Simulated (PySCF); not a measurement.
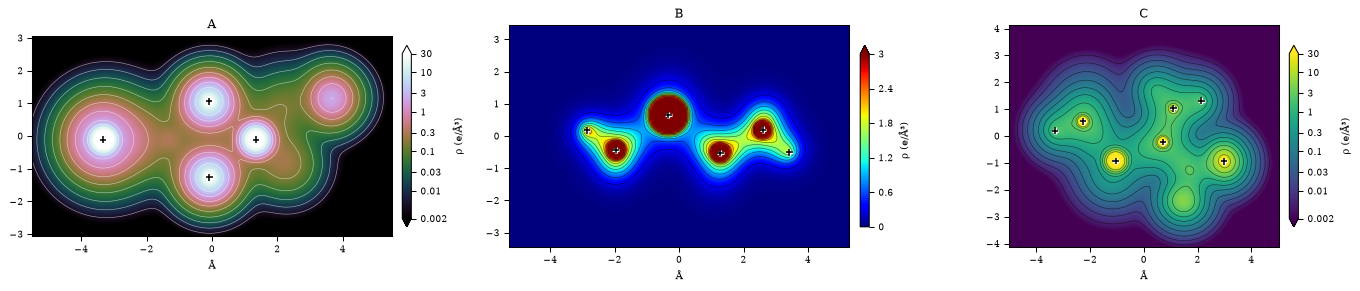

The electron density of 3 systems, each on a plane through atoms (crosses mark nuclei in the plane).

Computed with CAM-B3LYP/def2-SVPD, SCF density, gas phase in PySCF.

System 1: CH2Al2BrF5, the plane of atoms F6, Al5 and F9. Geometry: GFN2-xTB.

```xyz
11

F    -1.5242    0.2497    1.4806
C    -2.2479   -0.2518   -0.3733
F    -3.0510   -1.1800    0.0106
F    -2.9434    0.8230   -0.5438
Al   -0.3512    0.4420    0.2570
F     0.6045   -0.5590   -0.9727
Al    2.2317   -0.3196   -0.1871
Br    3.5754   -2.0971   -0.0867
F     1.1423   -0.0121    1.2276
H    -0.1229    1.8640   -0.2031
H     2.6922    1.0436   -0.6352
```

System 2: C3H9FGe, the plane of atoms C1, Ge2 and C3. Geometry: GFN2-xTB.

```yaml
atoms:
  - { symbol: C, position_ang: [2.3791, 0.0563, 0.2530] }
  - { symbol: Ge, position_ang: [0.5234, 0.1957, 0.8844] }
  - { symbol: C, position_ang: [-0.7371, -0.2893, -0.5946] }
  - { symbol: C, position_ang: [-2.2032, -0.0776, -0.2799] }
  - { symbol: F, position_ang: [-0.3779, 0.5255, -1.6690] }
  - { symbol: H, position_ang: [2.6244, -0.9747, 0.0099] }
  - { symbol: H, position_ang: [3.0810, 0.4068, 1.0049] }
  - { symbol: H, position_ang: [2.5064, 0.6582, -0.6434] }
  - { symbol: H, position_ang: [0.2585, -0.7059, 2.0630] }
  - { symbol: H, position_ang: [0.1977, 1.5947, 1.3293] }
  - { symbol: H, position_ang: [-0.5673, -1.3128, -0.9476] }
  - { symbol: H, position_ang: [-2.4910, -0.7344, 0.5374] }
  - { symbol: H, position_ang: [-2.3739, 0.9543, 0.0198] }
  - { symbol: H, position_ang: [-2.8208, -0.2971, -1.1494] }
```

System 3: C4H6ClF3Si (SMILES C=C([SiH2]CCl)C(F)(F)F), the plane of atoms C2, Si3 and C4. Geometry: GFN2-xTB.

```xyz
15

C    -1.1293   -1.2242    0.4275
C    -0.7846   -0.0181    0.0017
Si    0.9511    0.7211   -0.1502
C     2.2218   -0.6787    0.1162
Cl    2.1228   -1.2326    1.8114
C    -1.8361    0.9420   -0.4474
F    -3.0862    0.6128   -0.0966
F    -1.6215    2.1806    0.0375
F    -1.8453    1.0748   -1.7899
H    -0.3848   -1.9297    0.7513
H    -2.1581   -1.5465    0.4814
H     1.1201    1.2509   -1.5055
H     1.1260    1.7342    0.8885
H     3.2381   -0.3278   -0.0355
H     2.0615   -1.5509   -0.5122
```

### Which map belongs to which system?

Panel A is system 1, CH2Al2BrF5: the plane holds Al, F and Br. Panel B is system 2, C3H9FGe: the plane holds C, Ge and H. C–C (1.51 Å): ρ at the midpoint is about 1.7 e/Å³. Panel C is system 3, C4H6ClF3Si: the plane holds C, Si, F and H. C–C (1.32 Å): the density is about 2.3 e/Å³ at the midpoint.
